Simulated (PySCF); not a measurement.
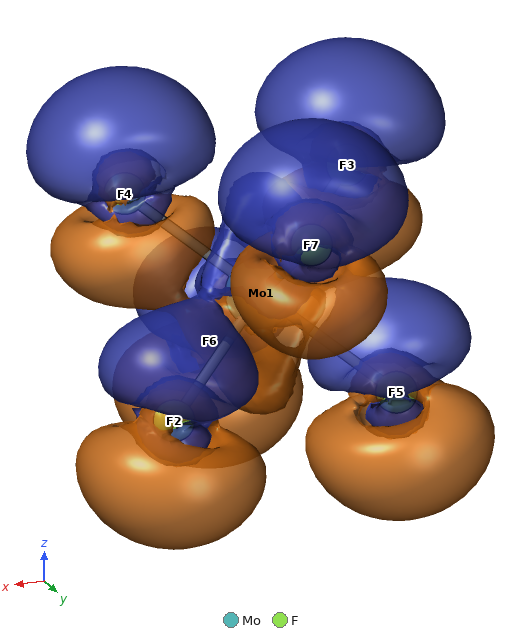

Figure. [MoF6]3- (F$_{6}$Mo, charge −3, quartet). Change of the electron density in a uniform field of 0.15 V/Å, surfaces at ±0.0005 e/Å³ (orange: gain, blue: loss).

Method: ωB97X/def2-SVPD; geometry: GFN2-xTB; program: PySCF. Core potentials replace the inner electrons of Mo; spin–orbit coupling isn't included. This is a single-reference result, which may miss multireference character in this system. No frequency check shows the geometry to be a minimum. The stability of the open-shell solution wasn't checked. GFN2-xTB bond lengths at metals and heavier atoms can be off by up to 0.1 Å and shapes distorted, which carries into these values. GFN2-xTB doesn't know the spin state, so this open-shell geometry is rough.

Cartesian coordinates (Å):

```
Mo1     -0.0001   -0.0000   -0.0001
F2       1.5316    0.8663   -1.2621
F3      -1.5315   -0.8663    1.2623
F4       1.5316   -0.8663    1.2623
F5      -1.5315    0.8664   -1.2621
F6       0.0000   -1.7860   -1.2244
F7       0.0001    1.7861    1.2246
```

The field was applied in both directions; the picture shows the one opposite to the script's first.

> Along which Cartesian direction does the field point?

Along +z: electrons gather on the −z side, against the field.

> How large is the response?

The induced dipole is 0.52 D (along the field); α along this axis, from the fields in both directions, is 68 bohr³ (10.1 Å³).
